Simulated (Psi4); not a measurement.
# CH5BFN (SMILES CB(N)F): HF/aug-pcseg-0

Aim: the vertical ionisation energy of CH5BFN at HF/aug-pcseg-0, from 2 runs. 

The results are computed with Psi4 1.11.

## (1) The structure to begin with

CH5BFN: 9 atoms, total charge 0, spin state singlet. SMILES: `CB(N)F`. The coordinates come from a PBE0-D4/def2-TZVP relaxation.

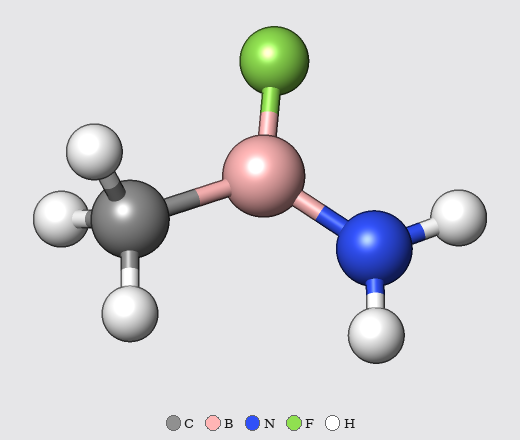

The structure, seen from a chosen angle (carbon grey, boron pink, nitrogen blue, fluorine green, hydrogen white).

## (2) The energy at HF/aug-pcseg-0

The input, input.inp:

```
memory 1.6 GB

molecule {
  C     -0.428400     0.964700    -0.539000
  B      0.098200    -0.482300    -0.251400
  N      0.546200    -0.928100     0.993800
  F      0.128500    -1.370900    -1.263800
  H      0.176600     1.438400    -1.318100
  H     -0.424000     1.616300     0.336600
  H     -1.450400     0.924300    -0.928000
  H      0.878700    -1.865200     1.143700
  H      0.563100    -0.343500     1.809000
  symmetry c1
}

set {
  basis    aug-pcseg-0
  puream   true
  scf_type pk
}

energy('hf')
```

Launch:

```console
psi4 -i input.inp -o input.out -n 1
```

input.out:

```text
[...]
  Running in c1 symmetry.
[...]
  Nuclear repulsion =  113.110033156829431
[...]
  Multiplicity = 1
[...]
  Nalpha       = 16
  Nbeta        = 16
[...]
    Number of basis functions: 67
[...]
   @RHF iter   1:  -218.69653357876749   -7.64071e-01   9.38384e-03 DIIS/ADIIS
[...]
   @RHF iter   8:  -218.87623069279459   -1.50690e-08   5.12964e-07 DIIS
[...]
    Orbital Energies [Eh]
    ---------------------
    Doubly Occupied:
       1A    -26.297847     2A    -15.569044     3A    -11.206825
       4A     -7.673260     5A     -1.592014     6A     -1.172288
       7A     -0.957546     8A     -0.761016     9A     -0.701460
      10A     -0.698096    11A     -0.661091    12A     -0.626264
      13A     -0.554757    14A     -0.548902    15A     -0.500182
      16A     -0.446871
[...]
  @RHF Final Energy:  -218.87623069279459
   => Energetics <=
    Nuclear Repulsion Energy =            113.1100331568294308
    One-Electron Energy =                -524.0376121057443015
    Two-Electron Energy =                 192.0513482561202636
    Total Energy =                       -218.8762306927945929
[...]
 Multipole Moments:
 ------------------------------------------------------------------------------------
     Multipole            Electronic (a.u.)      Nuclear  (a.u.)        Total (a.u.)
 ------------------------------------------------------------------------------------
 L = 1.  Multiply by 2.5417464519 to convert [e a0] to [Debye]
 Dipole X            :          0.8371598           -0.7199920            0.1171678
 Dipole Y            :         -4.4627377            4.8304583            0.3677206
 Dipole Z            :         -2.2985333            3.2415975            0.9430642
 Magnitude           :                                                    1.0189783
[...]
```

It took 2.7 s on 1 thread of Intel Xeon Platinum 8259CL at 2.50GHz (Skylake/Cascade Lake), shared host; peak memory 0.22 GiB.

## (3) The doublet cation, same level

The input, ch5bfn.dat:

```
memory 1600 MB

molecule {
  1 2
  C     -0.428400     0.964700    -0.539000
  B      0.098200    -0.482300    -0.251400
  N      0.546200    -0.928100     0.993800
  F      0.128500    -1.370900    -1.263800
  H      0.176600     1.438400    -1.318100
  H     -0.424000     1.616300     0.336600
  H     -1.450400     0.924300    -0.928000
  H      0.878700    -1.865200     1.143700
  H      0.563100    -0.343500     1.809000
  units angstrom
  symmetry c1
}

set reference uhf
set puream true
set scf_type pk
set maxiter 100

energy("hf/aug-pcseg-0")
```

Launch:

```console
psi4 -i ch5bfn.dat -o ch5bfn.out -n 1
```

ch5bfn.out:

```text
[...]
  Running in c1 symmetry.
[...]
  Nuclear repulsion =  113.110033156829431
[...]
  Multiplicity = 2
[...]
  Nalpha       = 16
  Nbeta        = 15
[...]
    Number of basis functions: 67
[...]
   @UHF iter   1:  -218.36876987497814   -4.36308e-01   7.23653e-03 ADIIS/DIIS
[...]
   @UHF iter  10:  -218.50739532226402   -1.49092e-08   4.89247e-07 DIIS
[...]
   @S^2 Observed:                7.568233865E-01
[...]
    Orbital Energies [Eh]
    ---------------------
    Alpha Occupied:
       1A    -26.536381     2A    -15.998668     3A    -11.404077
       4A     -7.954873     5A     -1.828692     6A     -1.603057
       7A     -1.168511     8A     -1.094779     9A     -1.069835
      10A     -0.950848    11A     -0.949110    12A     -0.881204
      13A     -0.871474    14A     -0.744328    15A     -0.742858
      16A     -0.725870
    Alpha Virtual:
      17A     -0.131188    18A     -0.086642    19A     -0.084142
      20A     -0.072834    21A     -0.055212    22A     -0.042171
      23A     -0.031537    24A     -0.025106    25A     -0.016071
[...]
  @UHF Final Energy:  -218.50739532226402
   => Energetics <=
    Nuclear Repulsion Energy =            113.1100331568294308
    One-Electron Energy =                -515.3642681411876083
    Two-Electron Energy =                 183.7468396620941462
    Total Energy =                       -218.5073953222640171
  UHF NO Occupations:
  HONO-2 :   14  A 1.9991103
  HONO-1 :   15  A 1.9982220
  HONO-0 :   16  A 1.0000000
  LUNO+0 :   17  A 0.0017780
  LUNO+1 :   18  A 0.0008897
[...]
 Multipole Moments:
 ------------------------------------------------------------------------------------
     Multipole            Electronic (a.u.)      Nuclear  (a.u.)        Total (a.u.)
 ------------------------------------------------------------------------------------
 L = 1.  Multiply by 2.5417464519 to convert [e a0] to [Debye]
 Dipole X            :          1.3781491           -0.7199920            0.6581571
 Dipole Y            :         -4.8218745            4.8304583            0.0085838
 Dipole Z            :         -0.5662250            3.2415975            2.6753725
 Magnitude           :                                                    2.7551519
[...]
```

It took 2.8 s on 1 thread of Intel Xeon Platinum 8259CL at 2.50GHz (Skylake/Cascade Lake), shared host; peak memory 0.22 GiB.

## (4) Summary of results

At HF/aug-pcseg-0:

| quantity | value |
| --- | --- |
| singlet CH5BFN: total energy | -218.87623 Eh |
| singlet CH5BFN: dipole moment | 2.59 D |
| singlet CH5BFN: HOMO energy | -12.16 eV |
| singlet CH5BFN: LUMO energy | 1.03 eV |
| singlet CH5BFN: HOMO–LUMO gap | 13.19 eV |
| doublet cation: total energy | -218.50740 Eh |
| doublet cation: HOMO energy (highest over α and β) | -19.71 eV |
| doublet cation: LUMO energy (lowest over α and β) | -8.44 eV |
| doublet cation: ⟨S²⟩ | 0.757 |
| vertical ionisation energy (to the doublet cation) | 10.037 eV |

**Reading.** Removing an electron at fixed nuclei costs 10.04 eV (231 kcal/mol). The negative HOMO energy of the first species, 12.16 eV, lies 2.12 eV above that difference.
